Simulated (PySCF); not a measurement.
```yaml
atoms:
  - { symbol: C, position_ang: [3.6359, -1.2392, -0.1388] }
  - { symbol: C, position_ang: [2.4809, -0.3911, -0.3101] }
  - { symbol: C, position_ang: [1.5243, 0.3326, -0.4426] }
  - { symbol: Si, position_ang: [0.0034, 1.3399, -0.7089] }
  - { symbol: C, position_ang: [-1.0444, 1.3558, 0.8895] }
  - { symbol: Si, position_ang: [-2.4945, 0.1535, 0.6972] }
  - { symbol: F, position_ang: [-2.4149, -0.9829, 1.8485] }
  - { symbol: C, position_ang: [-2.1814, -0.7288, -0.9573] }
  - { symbol: S, position_ang: [-1.2901, 0.3579, -2.1328] }
  - { symbol: H, position_ang: [3.5786, -2.0853, -0.8232] }
  - { symbol: H, position_ang: [3.6771, -1.6127, 0.8842] }
  - { symbol: H, position_ang: [4.5449, -0.6756, -0.3476] }
  - { symbol: H, position_ang: [0.2934, 2.6558, -1.2641] }
  - { symbol: H, position_ang: [-1.4008, 2.3659, 1.0791] }
  - { symbol: H, position_ang: [-0.4262, 1.0818, 1.7423] }
  - { symbol: H, position_ang: [-3.8264, 0.7255, 0.8054] }
  - { symbol: H, position_ang: [-3.0946, -1.0227, -1.4689] }
  - { symbol: H, position_ang: [-1.5740, -1.6240, -0.8236] }
```

Geometry: GFN2-xTB.

The calculation used PySCF, PBE0/pcSseg-1, SCF density, gas phase, non-relativistic.

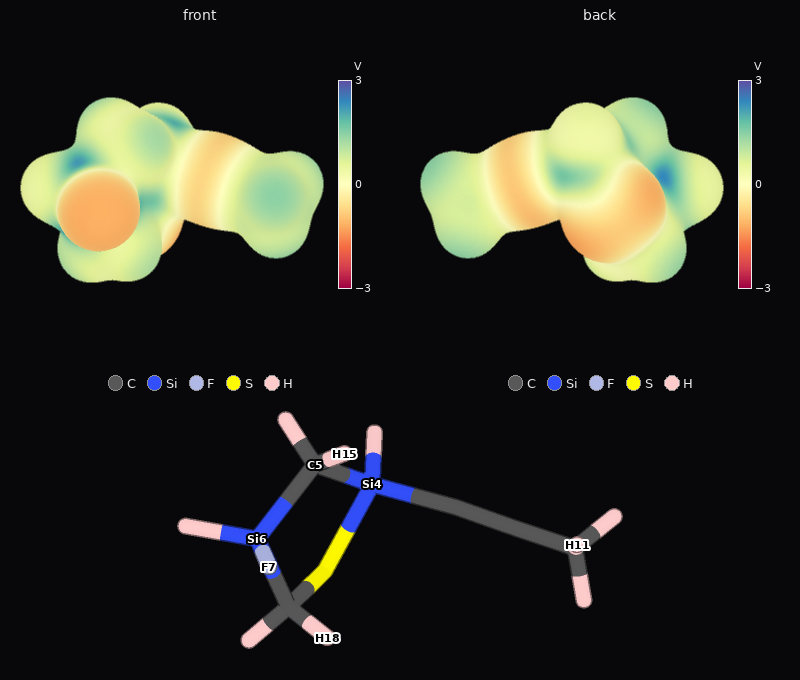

C5H9FSSi2. The electrostatic potential painted on the density surface at 0.004 e/bohr³, seen from the front and from behind; red is negative and blue positive. The bare structure is drawn below in the same view.

Describe the electrostatic potential map.

Answer. The most negative region (about −1.2 V) lies over F7 and S9, the most positive (about +2.1 V) over Si6.

How polar is the molecule by this calculation?

Answer. Its dipole moment is 1.78 D.
